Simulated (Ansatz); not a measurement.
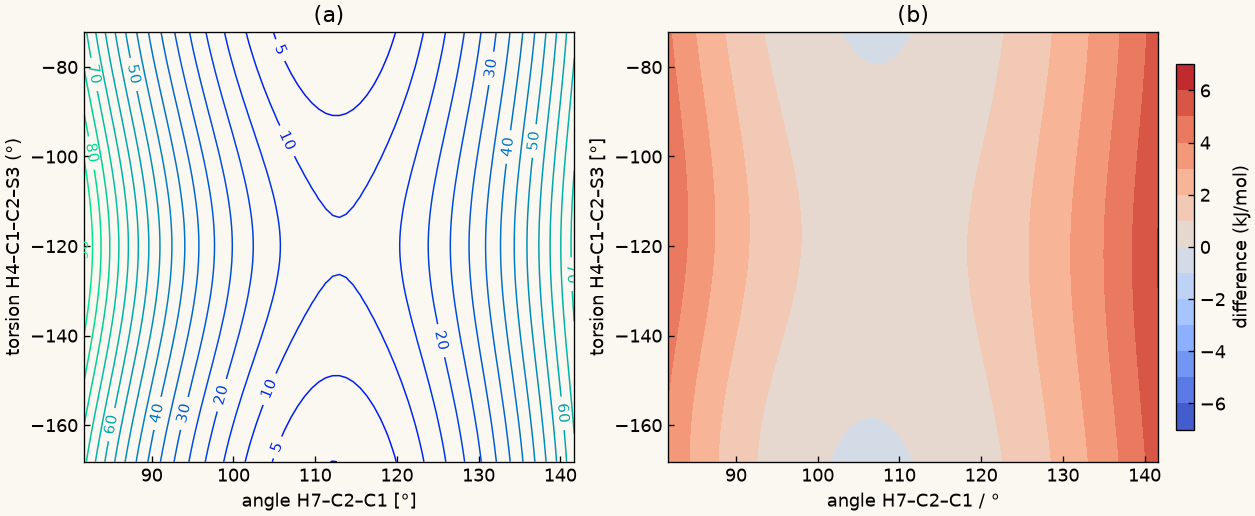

C₂H₅S, SMILES CC[S], spin multiplicity 2. Two internal coordinates are moved rigidly from the geometry relaxed at PBE0-D4/def2-TZVP, all others fixed. Coordinates scanned: (1) angle H7–C2–C1; (2) torsion H4–C1–C2–S3. Grid: 5 × 5 points. Energies are in kJ/mol, from each map's own lowest point. All numbers below come from Ansatz, UKS PBE-D4/def2-TZVPP.

Panel (a): UKS PBE-D4/def2-TZVPP in Ansatz 0.2.0. Panel (b): the map at UKS PBE0-D4/def2-TZVPP (Ansatz 0.2.0) less the map of (a), each from its own lowest point.

**How does the change of method alter the landscape?**

The difference runs from 0 kJ/mol at angle H7–C2–C1 = 111.7°, torsion H4–C1–C2–S3 = −168° to 6 kJ/mol at angle H7–C2–C1 = 141.7°, torsion H4–C1–C2–S3 = −120°.
